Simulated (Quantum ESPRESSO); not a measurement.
# 1T-HfO2, 2 layers, AA stacking: a series in the field along the normal, part 3 of 4

Aim: how the results for 1T-HfO2, 2 layers, AA stacking change with the field along the normal.

Quantum ESPRESSO 7.5; plane-wave DFT, PBE, GBRV ultrasoft pseudopotentials.

So far. Step 2 (Relaxing cell and ions of the reference):  The last row is no step: it is a fresh SCF in the final cell with a new plane-wave basis, -0 meV from the row before.

**5. Band structure, 0 V/Å**

Bands along a path place the edges.

m0.bands.in

```
&control
  prefix = 'm0.bands'
  outdir = './out'
  pseudo_dir = './pseudo'
  calculation = 'bands'
  tefield = .true.
  dipfield = .true.
/
&system
  ibrav = 0
  nat = 6
  ntyp = 2
  ecutwfc = 40
  ecutrho = 200
  occupations = 'smearing'
  smearing = 'fd'
  degauss = 0.002
  edir = 3
  emaxpos = 0.97
  eopreg = 0.04
  eamp = 0.0
  nbnd = 30
/
&electrons
  conv_thr = 1e-07
  mixing_beta = 0.4
  electron_maxstep = 120
  mixing_mode = 'local-TF'
/
ATOMIC_SPECIES
  O   15.9990  o_pbe_v1.2.uspp.F.UPF
  Hf  178.4900  hf_pbe_v1.uspp.F.UPF
CELL_PARAMETERS angstrom
  3.23619775900000 0.00000000000000 0.00000000000000
  -1.61809888000000 2.80262947100000 0.00000000000000
  0.00000000000000 0.00000000000000 25.23718175200000
ATOMIC_POSITIONS crystal
  O   0.666666666700 0.333333333300 0.367579903700
  Hf  0.000000000000 0.000000000000 0.406006592500
  O   0.333333333300 0.666666666700 0.444368370100
  O   0.666666666700 0.333333333300 0.555631629900
  Hf  0.000000000000 0.000000000000 0.593993407500
  O   0.333333333300 0.666666666700 0.632420096300
K_POINTS crystal_b
4
  0.0000000000 0.0000000000 0.0000000000 10
  0.5000000000 0.0000000000 0.0000000000 10
  0.3333333333 0.3333333333 0.0000000000 10
  0.0000000000 0.0000000000 0.0000000000 1
```

On the command line:

```sh
$ cp -r out/m0.scf.save out/m0.bands.save
$ cp out/m0.scf.xml out/m0.bands.xml
$ OMP_NUM_THREADS=1 mpirun -n 4 pw.x -nk 4 -in m0.bands.in > m0.bands.out
```

The log of the run:

```text
[banner, memory and clock lines left out]
Program PWSCF v.7.5 starts

          URL

     Presently no symmetry can be used with electric field

     Atomic positions and unit cell read from directory:
     ./out/m0.bands.save/

     G-vector sticks info

     bravais-lattice index     =            0
     lattice parameter (alat)  =       6.1155  a.u.
     unit-cell volume          =    1544.6788 (a.u.)^3
     number of atoms/cell      =            6
     number of atomic types    =            2
     number of electrons       =        48.00
     number of Kohn-Sham states=           30
     kinetic-energy cutoff     =      40.0000  Ry
     charge density cutoff     =     200.0000  Ry
     Exchange-correlation= SLA  PW   PBE  PBE
                           (   1   4   3   4   0   0   0)

     celldm(1)=   6.115527  celldm(2)=   0.000000  celldm(3)=   0.000000
     celldm(4)=   0.000000  celldm(5)=   0.000000  celldm(6)=   0.000000

     crystal axes: (cart. coord. in units of alat)
               a(1) = (   1.000000   0.000000   0.000000 )
               a(2) = (  -0.500000   0.866025   0.000000 )
               a(3) = (   0.000000   0.000000   7.798405 )

     reciprocal axes: (cart. coord. in units 2 pi/alat)
               b(1) = (  1.000000  0.577350 -0.000000 )
               b(2) = (  0.000000  1.154701  0.000000 )
               b(3) = (  0.000000 -0.000000  0.128231 )

     PseudoPot. # 1 for O  read from file:
     ./pseudo/o_pbe_v1.2.uspp.F.UPF
     Pseudo is Ultrasoft + core correction, Zval =  6.0
     Generated by new atomic code, or converted to UPF format
     Using radial grid of  737 points,  5 beta functions with:
                l(1) =   0
                l(2) =   0
                l(3) =   1
                l(4) =   1
                l(5) =   2
     Q(r) pseudized with  8 coefficients,  rinner =    0.900   0.900   0.900
                                                       0.900   0.900

     PseudoPot. # 2 for Hf read from file:
     ./pseudo/hf_pbe_v1.uspp.F.UPF
     Pseudo is Ultrasoft + core correction, Zval = 12.0
     Generated by new atomic code, or converted to UPF format
     Using radial grid of  921 points,  8 beta functions with:
                l(1) =   0
                l(2) =   0
                l(3) =   0
                l(4) =   1
                l(5) =   1
                l(6) =   2
                l(7) =   2
                l(8) =   3
     Q(r) pseudized with  6 coefficients,  rinner =    1.200   1.200   1.200
                                                       1.200   1.200   1.200
                                                       1.200

     atomic species   valence    mass     pseudopotential
     O                 6.00    15.99900     O ( 1.00)
     Hf               12.00   178.49000     Hf( 1.00)

     No symmetry found

   Cartesian axes

     site n.     atom                  positions (alat units)
         1        O      tau(   1) = (   0.5000000   0.2886751   2.8665371  )
         2        Hf     tau(   2) = (   0.0000000   0.0000000   3.1662040  )
         3        O      tau(   3) = (  -0.0000000   0.5773503   3.4653647  )
         4        O      tau(   4) = (   0.5000000   0.2886751   4.3330406  )
         5        Hf     tau(   5) = (   0.0000000   0.0000000   4.6322013  )
         6        O      tau(   6) = (  -0.0000000   0.5773503   4.9318682  )

     number of k points=    31  Fermi-Dirac smearing, width (Ry)=  0.0020
                       cart. coord. in units 2pi/alat
        k(    1) = (   0.0000000   0.0000000   0.0000000), wk =   0.0645161
        k(    2) = (   0.0500000   0.0288675   0.0000000), wk =   0.0645161
        k(    3) = (   0.1000000   0.0577350   0.0000000), wk =   0.0645161
        k(    4) = (   0.1500000   0.0866025   0.0000000), wk =   0.0645161
        k(    5) = (   0.2000000   0.1154701   0.0000000), wk =   0.0645161
        k(    6) = (   0.2500000   0.1443376   0.0000000), wk =   0.0645161
        k(    7) = (   0.3000000   0.1732051   0.0000000), wk =   0.0645161
        k(    8) = (   0.3500000   0.2020726   0.0000000), wk =   0.0645161
        k(    9) = (   0.4000000   0.2309401   0.0000000), wk =   0.0645161
        k(   10) = (   0.4500000   0.2598076   0.0000000), wk =   0.0645161
        k(   11) = (   0.5000000   0.2886751   0.0000000), wk =   0.0645161
        k(   12) = (   0.4833333   0.3175426   0.0000000), wk =   0.0645161
        k(   13) = (   0.4666667   0.3464102   0.0000000), wk =   0.0645161
        k(   14) = (   0.4500000   0.3752777   0.0000000), wk =   0.0645161
        k(   15) = (   0.4333333   0.4041452   0.0000000), wk =   0.0645161
        k(   16) = (   0.4166667   0.4330127   0.0000000), wk =   0.0645161
        k(   17) = (   0.4000000   0.4618802   0.0000000), wk =   0.0645161
        k(   18) = (   0.3833333   0.4907477   0.0000000), wk =   0.0645161
        k(   19) = (   0.3666667   0.5196152   0.0000000), wk =   0.0645161
        k(   20) = (   0.3500000   0.5484828   0.0000000), wk =   0.0645161
        k(   21) = (   0.3333333   0.5773503   0.0000000), wk =   0.0645161
        k(   22) = (   0.3000000   0.5196152   0.0000000), wk =   0.0645161
        k(   23) = (   0.2666667   0.4618802   0.0000000), wk =   0.0645161
        k(   24) = (   0.2333333   0.4041452   0.0000000), wk =   0.0645161
        k(   25) = (   0.2000000   0.3464102   0.0000000), wk =   0.0645161
        k(   26) = (   0.1666667   0.2886751   0.0000000), wk =   0.0645161
        k(   27) = (   0.1333333   0.2309401   0.0000000), wk =   0.0645161
        k(   28) = (   0.1000000   0.1732051   0.0000000), wk =   0.0645161
        k(   29) = (   0.0666667   0.1154701   0.0000000), wk =   0.0645161
        k(   30) = (   0.0333333   0.0577350   0.0000000), wk =   0.0645161
        k(   31) = (   0.0000000   0.0000000   0.0000000), wk =   0.0645161

     Dense  grid:    73853 G-vectors     FFT dimensions: (  27,  27, 216)

     Smooth grid:    52921 G-vectors     FFT dimensions: (  25,  25, 200)

     Check: negative core charge=   -0.000018

     The potential is recalculated from file :
     ./out/m0.bands.save/charge-density

     negative rho (up, down):  2.249E-01 0.000E+00

     Adding external electric field

     Computed dipole along edir(3) :
        Dipole                0.0000 Ry au,          0.0000 Debye
        Dipole field          0.0000 Ry au,

        Potential amp.       -0.0000 Ry
        Total length         45.7837 bohr

     Starting wfcs are   42 randomized atomic wfcs

     Band Structure Calculation
     Davidson diagonalization with overlap

     ethr =  2.08E-10,  avg # of iterations = 24.5

     End of band structure calculation

[...]
2.5319   2.6976   3.8455   4.0211   4.4898   4.5144

          k = 0.4000 0.2309 0.0000 (  6608 PWs)   bands (ev):

   -62.4215 -62.4215 -31.6158 -31.6152 -31.1713 -31.1698 -31.0078 -31.0077
   -18.6754 -18.6547 -17.6858 -17.6585  -6.4960  -6.3923  -4.9845  -4.9372
    -4.6929  -4.4794  -3.7848  -3.5200  -3.3995  -3.3421  -2.7983  -2.5719
     2.4845   2.6561   3.7612   3.9346   4.6872   4.7077

          k = 0.4500 0.2598 0.0000 (  6634 PWs)   bands (ev):

   -62.4188 -62.4188 -31.6688 -31.6683 -31.1582 -31.1567 -31.0185 -31.0184
   -18.7249 -18.7085 -17.5725 -17.5509  -6.6589  -6.5668  -4.9467  -4.8959
    -4.4416  -4.2267  -3.7037  -3.5432  -3.3885  -3.3303  -2.9086  -2.6422
     2.4440   2.6209   3.7020   3.8670   4.8118   4.8276

          k = 0.5000 0.2887 0.0000 (  6616 PWs)   bands (ev):

   -62.4179 -62.4179 -31.6869 -31.6865 -31.1535 -31.1521 -31.0222 -31.0221
   -18.7429 -18.7282 -17.5316 -17.5127  -6.7163  -6.6281  -4.9360  -4.8841
    -4.3095  -4.1020  -3.7223  -3.5957  -3.3815  -3.3230  -2.9399  -2.6604
     2.4276   2.6069   3.6812   3.8413   4.8548   4.8680

          k = 0.4833 0.3175 0.0000 (  6608 PWs)   bands (ev):

   -62.4178 -62.4178 -31.6837 -31.6834 -31.1532 -31.1517 -31.0284 -31.0283
   -18.7325 -18.7179 -17.5397 -17.5211  -6.6976  -6.6102  -4.9514  -4.8979
    -4.2864  -4.0832  -3.7287  -3.6105  -3.4044  -3.3384  -2.9386  -2.6647
     2.4426   2.6242   3.6786   3.8382   4.8373   4.8466

          k = 0.4667 0.3464 0.0000 (  6608 PWs)   bands (ev):

   -62.4175 -62.4175 -31.6745 -31.6742 -31.1521 -31.1506 -31.0469 -31.0467
   -18.7020 -18.6876 -17.5637 -17.5460  -6.6418  -6.5572  -4.9909  -4.9341
    -4.2241  -4.0328  -3.7565  -3.6647  -3.4615  -3.3721  -2.9351  -2.6779
     2.4833   2.6726   3.6731   3.8301   4.7861   4.7877

          k = 0.4500 0.3753 0.0000 (  6604 PWs)   bands (ev):

   -62.4170 -62.4170 -31.6595 -31.6591 -31.1503 -31.1489 -31.0765 -31.0763
   -18.6530 -18.6389 -17.6024 -17.5860  -6.5504  -6.4704  -5.0419  -4.9821
    -4.1374  -3.9642  -3.8323  -3.7742  -3.5171  -3.3989  -2.9301  -2.7011
     2.5371   2.7416   3.6712   3.8213   4.6967   4.7145

          k = 0.4333 0.4041 0.0000 (  6606 PWs)   bands (ev):

   -62.4164 -62.4164 -31.6388 -31.6384 -31.1480 -31.1466 -31.1157 -31.1155
   -18.5879 -18.5745 -17.6540 -17.6395  -6.4257  -6.3525  -5.0945  -5.0322
    -4.0565  -3.9594  -3.9556  -3.8665  -3.5420  -3.4105  -2.9254  -2.7356
     2.5869   2.8163   3.6826   3.8188   4.5913   4.6276

          k = 0.4167 0.4330 0.0000 (  6622 PWs)   bands (ev):

   -62.4157 -62.4157 -31.6127 -31.6124 -31.1626 -31.1624 -31.1454 -31.1440
   -18.5101 -18.4976 -17.7161 -17.7038  -6.2712  -6.2070  -5.1433  -5.0783
    -4.1903  -4.1554  -3.9054  -3.7956  -3.5437  -3.4124  -2.9230  -2.7825
     2.6177   2.8804   3.7152   3.8312   4.4823   4.5367

          k = 0.4000 0.4619 0.0000 (  6630 PWs)   bands (ev):

   -62.4150 -62.4150 -31.5819 -31.5816 -31.2146 -31.2145 -31.1427 -31.1413
   -18.4237 -18.4123 -17.7859 -17.7763  -6.0916  -6.0389  -5.1855  -5.1167
    -4.4072  -4.3811  -3.7936  -3.7208  -3.5358  -3.4101  -2.9256  -2.8425
     2.6232   2.9223   3.7707   3.8653   4.3788   4.4485

          k = 0.3833 0.4907 0.0000 (  6624 PWs)   bands (ev):

   -62.4143 -62.4143 -31.5470 -31.5466 -31.2693 -31.2691 -31.1401 -31.1387
   -18.3330 -18.3232 -17.8604 -17.8535  -5.8929  -5.8548  -5.2199  -5.1460
    -4.6347  -4.6152  -3.6788  -3.6526  -3.5256  -3.4072  -2.9350  -2.9151
     2.6080   2.9392   3.8427   3.9213   4.2858   4.3665

          k = 0.3667 0.5196 0.0000 (  6638 PWs)   bands (ev):

   -62.4137 -62.4137 -31.5084 -31.5081 -31.3240 -31.3237 -31.1380 -31.1366
   -18.2428 -18.2350 -17.9362 -17.9323  -5.6827  -5.6633  -5.2467  -5.1659
    -4.8571  -4.8460  -3.5942  -3.5693  -3.5159  -3.4059  -2.9964  -2.9506
     2.5832   2.9379   3.9212   3.9924   4.2045   4.2903

          k = 0.3500 0.5485 0.0000 (  6652 PWs)   bands (ev):

   -62.4133 -62.4133 -31.4671 -31.4667 -31.3763 -31.3759 -31.1365 -31.1352
   -18.1579 -18.1526 -18.0101 -18.0093  -5.4782  -5.4701  -5.2665  -5.1772
    -5.0636  -5.0591  -3.5499  -3.5220  -3.4634  -3.4077  -3.0751  -2.9677
     2.5610   2.9296   3.9975   4.0695   4.1330   4.2178

          k = 0.3333 0.5774 0.0000 (  6642 PWs)   bands (ev):

   -62.4132 -62.4132 -31.4240 -31.4239 -31.4229 -31.4229 -31.1359 -31.1346
   -18.0889 -18.0889 -18.0730 -18.0730  -5.3623  -5.2815  -5.2815  -5.2468
    -5.1788  -5.1788  -3.5265  -3.5265  -3.4137  -3.4137  -3.1151  -2.9762
     2.5518   2.9249   4.0667   4.0667   4.1455   4.1455

          k = 0.3000 0.5196 0.0000 (  6622 PWs)   bands (ev):

   -62.4139 -62.4139 -31.4958 -31.4955 -31.3337 -31.3334 -31.1383 -31.1370
   -18.2018 -18.1928 -17.9817 -17.9770  -5.5780  -5.5738  -5.2983  -5.1705
    -4.9553  -4.9258  -3.5752  -3.5660  -3.5285  -3.4352  -2.9762  -2.9254
     2.5974   2.9552   3.9332   3.9890   4.1818   4.2775

          k = 0.2667 0.4619 0.0000 (  6628 PWs)   bands (ev):

   -62.4161 -62.4161 -31.5283 -31.5279 -31.2470 -31.2468 -31.1445 -31.1432
   -18.2727 -18.2568 -17.9673 -17.9542  -5.7424  -5.7201  -5.3225  -5.1599
    -4.8112  -4.7528  -3.7323  -3.6848  -3.6278  -3.4547  -2.7870  -2.7578
     2.7336   3.0541   3.7784   3.8084   4.2805   4.3785

          k = 0.2333 0.4041 0.0000 (  6612 PWs)   bands (ev):

   -62.4201 -62.4200 -31.5144 -31.5140 -31.1922 -31.1913 -31.1315 -31.1311
   -18.2850 -18.2616 -18.0475 -18.0261  -5.7578  -5.7093  -5.3838  -5.1849
    -4.8351  -4.7659  -3.8390  -3.7734  -3.7376  -3.4925  -2.6159  -2.5627
     2.9251   3.1997   3.6000   3.6085   4.3701   4.4450

          k = 0.2000 0.3464 0.0000 (  6594 PWs)   bands (ev):

   -62.4255 -62.4255 -31.4544 -31.4539 -31.2033 -31.2017 -31.0690 -31.0690
   -18.2513 -18.2077 -18.2029 -18.1862  -5.6386  -5.5662  -5.4978  -5.2785
    -4.9833  -4.9080  -3.9239  -3.7842  -3.7503  -3.5815  -2.4611  -2.4348
     3.1126   3.3206   3.4077   3.4316   4.4087   4.4527

          k = 0.1667 0.2887 0.0000 (  6580 PWs)   bands (ev):

   -62.4320 -62.4320 -31.3552 -31.3547 -31.2308 -31.2290 -31.0067 -31.0067
   -18.4619 -18.4221 -18.1299 -18.0954  -5.6437  -5.4687  -5.4190  -5.3801
    -5.1854  -5.0978  -4.0501  -3.6934  -3.6459  -3.5996  -2.4113  -2.3654
     3.1659   3.1985   3.2959   3.4494   4.3414   4.3823

          k = 0.1333 0.2309 0.0000 (  6554 PWs)   bands (ev):

   -62.4388 -62.4388 -31.2620 -31.2599 -31.2298 -31.2296 -30.9556 -30.9556
   -18.7371 -18.6933 -17.9925 -17.9495  -5.7824  -5.6062  -5.4389  -5.4357
    -5.2842  -5.1788  -3.9754  -3.6978  -3.4277  -3.3681  -2.5052  -2.3561
     3.0246   3.0434   3.2963   3.4122   4.1684   4.2516

          k = 0.1000 0.1732 0.0000 (  6558 PWs)   bands (ev):

   -62.4453 -62.4453 -31.2920 -31.2896 -31.0974 -31.0972 -30.9168 -30.9167
   -19.0108 -18.9641 -17.8419 -17.7913  -5.8858  -5.7577  -5.6377  -5.6178
    -5.4233  -5.2005  -3.6264  -3.4840  -3.1981  -3.1042  -2.6772  -2.4285
     2.9099   2.9326   3.1989   3.2672   3.8867   4.0527

          k = 0.0667 0.1155 0.0000 (  6583 PWs)   bands (ev):

   -62.4506 -62.4506 -31.3168 -31.3142 -30.9797 -30.9796 -30.8899 -30.8899
   -19.2429 -19.1945 -17.7061 -17.6489  -5.9419  -5.8710  -5.8051  -5.7897
    -5.6121  -5.2993  -3.2102  -3.1273  -3.0615  -2.8628  -2.7754  -2.5423
     2.8447   2.8734   3.0541   3.0738   3.5086   3.7901

          k = 0.0333 0.0577 0.0000 (  6587 PWs)   bands (ev):

   -62.4541 -62.4541 -31.3331 -31.3304 -30.8982 -30.8982 -30.8743 -30.8743
   -19.3985 -19.3493 -17.6116 -17.5499  -5.9543  -5.9383  -5.9189  -5.9061
    -5.7569  -5.3936  -3.2284  -2.8115  -2.7683  -2.6978  -2.6945  -2.6323
     2.8208   2.8543   2.8961   2.9218   3.1783   3.5681

          k = 0.0000 0.0000 0.0000 (  6589 PWs)   bands (ev):

   -62.4553 -62.4553 -31.3388 -31.3360 -30.8692 -30.8692 -30.8691 -30.8691
   -19.4534 -19.4039 -17.5777 -17.5144  -5.9600  -5.9600  -5.9475  -5.9475
    -5.8152  -5.4301  -3.2839  -2.7206  -2.6491  -2.6491  -2.6207  -2.6207
     2.8174   2.8174   2.8535   2.8535   3.0599   3.4846

     XML data file, pseudopotentials, collected wavefunctions

                                        0.00s GPU  (     236 calls)
```

Elapsed: 17 s, on 4 MPI ranks of Arm Neoverse V2, shared host; peak memory 0.44 GiB; 68 s of CPU time.

This step gave:

* valence top, on the run's zero: -2.356 eV
* gap by band count: 4.784 eV

Band numbers count within the set of bands kept for display. The electronic bands at the labelled points (eV, zero at the highest filled level of the SCF mesh; v1 is the highest filled band, c1 the lowest empty one):

| point | v4 | v3 | v2 | v1 | c1 | c2 | c3 | c4 |
| --- | --- | --- | --- | --- | --- | --- | --- | --- |
| Γ | -0.28 | -0.28 | -0.26 | -0.26 | 5.18 | 5.18 | 5.22 | 5.22 |
| M | -1.02 | -0.96 | -0.57 | -0.29 | 4.79 | 4.97 | 6.05 | 6.21 |
| K | -1.05 | -1.05 | -0.75 | -0.61 | 4.92 | 5.29 | 6.43 | 6.43 |
| Γ | -0.28 | -0.28 | -0.26 | -0.26 | 5.18 | 5.18 | 5.22 | 5.22 |

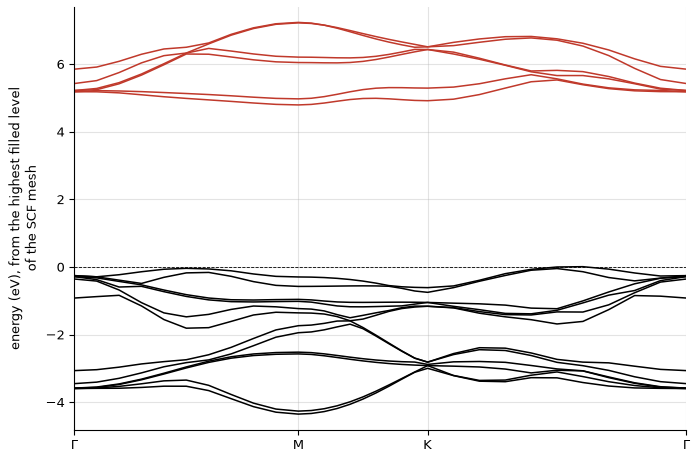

Electronic bands along the path; lines of filled and empty bands in two colours.

Along this path the valence top lies between K and Γ and the conduction bottom at M.

**6. Ground state, 0.05 V/Å**

m1.scf.in

```
&control
  prefix = 'm1.scf'
  outdir = './out'
  pseudo_dir = './pseudo'
  calculation = 'scf'
  tprnfor = .true.
  tefield = .true.
  dipfield = .true.
/
&system
  ibrav = 0
  nat = 6
  ntyp = 2
  ecutwfc = 40
  ecutrho = 200
  occupations = 'smearing'
  smearing = 'fd'
  degauss = 0.002
  edir = 3
  emaxpos = 0.97
  eopreg = 0.04
  eamp = 0.00097235
  nbnd = 30
/
&electrons
  conv_thr = 1e-09
  mixing_beta = 0.4
  electron_maxstep = 120
  mixing_mode = 'plain'
  startingpot = 'file'
/
ATOMIC_SPECIES
  O   15.9990  o_pbe_v1.2.uspp.F.UPF
  Hf  178.4900  hf_pbe_v1.uspp.F.UPF
CELL_PARAMETERS angstrom
  3.23619775900000 0.00000000000000 0.00000000000000
  -1.61809888000000 2.80262947100000 0.00000000000000
  0.00000000000000 0.00000000000000 25.23718175200000
ATOMIC_POSITIONS crystal
  O   0.666666666700 0.333333333300 0.367579903700
  Hf  0.000000000000 0.000000000000 0.406006592500
  O   0.333333333300 0.666666666700 0.444368370100
  O   0.666666666700 0.333333333300 0.555631629900
  Hf  0.000000000000 0.000000000000 0.593993407500
  O   0.333333333300 0.666666666700 0.632420096300
K_POINTS automatic
  12 12 1 0 0 0
```

On the command line:

```sh
$ cp -r out/m0.scf.save out/m1.scf.save
$ OMP_NUM_THREADS=1 mpirun -n 4 pw.x -nk 4 -in m1.scf.in > m1.scf.out
```

The log of the run:

```text
[banner, memory and clock lines left out]
Program PWSCF v.7.5 starts
[...]
number of electrons       =        48.00
     number of Kohn-Sham states=           30
     kinetic-energy cutoff     =      40.0000  Ry
     charge density cutoff     =     200.0000  Ry
[...]
number of k points=    74  Fermi-Dirac smearing, width (Ry)=  0.0020
[...]
Dense  grid:    73853 G-vectors     FFT dimensions: (  27,  27, 216)
[...]
The initial density is read from file :
[...]
negative rho (up, down):  2.249E-01 0.000E+00
[...]
Starting wfcs are   42 randomized atomic wfcs
[...]
negative rho (up, down):  2.249E-01 0.000E+00
[...]
estimated scf accuracy    <       0.00036629 Ry
[...]
negative rho (up, down):  2.249E-01 0.000E+00
[...]
estimated scf accuracy    <       0.00037471 Ry
[...]
negative rho (up, down):  2.249E-01 0.000E+00
[...]
estimated scf accuracy    <       0.00000350 Ry
[...]
negative rho (up, down):  2.249E-01 0.000E+00
[...]
estimated scf accuracy    <       0.00000371 Ry
[...]
negative rho (up, down):  2.249E-01 0.000E+00
[...]
estimated scf accuracy    <       0.00000014 Ry
[...]
negative rho (up, down):  2.249E-01 0.000E+00
[...]
estimated scf accuracy    <       0.00000001 Ry
[...]
negative rho (up, down):  2.249E-01 0.000E+00
[...]
estimated scf accuracy    <          5.8E-09 Ry
[...]
negative rho (up, down):  2.249E-01 0.000E+00
[...]
Computed dipole along edir(3) :
        Dipole                0.0277 Ry au,          0.0703 Debye
        Dipole field          0.0002 Ry au,
        E field amplitude [Ha a.u.]:  9.7235E-04
        Potential amp.        0.0684 Ry
        Total length         45.7837 bohr
[...]
the Fermi energy is     0.9429 ev
!    total energy              =    -447.99793406 Ry
     estimated scf accuracy    <          7.2E-11 Ry
     smearing contrib. (-TS)   =       0.00000000 Ry
     internal energy E=F+TS    =    -447.99793406 Ry
[...]
one-electron contribution =   -3193.86743083 Ry
     hartree contribution      =    1602.21695714 Ry
     xc contribution           =    -180.95701459 Ry
     ewald contribution        =    1324.60960179 Ry
     electric field correction =      -0.00004756 Ry
     convergence has been achieved in   8 iterations
     negative rho (up, down):  2.249E-01 0.000E+00
[...]
Total force =     0.005433     Total SCF correction =     0.000041
[...]
```

Run time: 67 s. Hardware: 4 MPI ranks; peak memory 0.77 GiB.

This step gave:

```
free energy                          : -6095.3224 eV
Fermi energy                         : 0.9429 eV
dipole along the normal              : 0.01464 e·Å
valence top, on the run's zero       : -2.328 eV
conduction bottom, on the run's zero : 2.426 eV
gap by band count                    : 4.754 eV
```

[end of part 3 of 4]

[Logs are printed without paths, hosts, clocks, repeated set-up lines and the standing remarks that a program may print on its own settings, such as how far it seeks lower states.]

[Hosts, paths, dates, database ids (printed as entryN), source tags and the programs' standing remarks are cut or masked in the printed files.]

[Maps of the electrostatic potential energy from Ansatz leave out the sawtooth potential of an applied field or a dipole correction, so their vacuum need not be flat; planar profiles and work functions include it.]
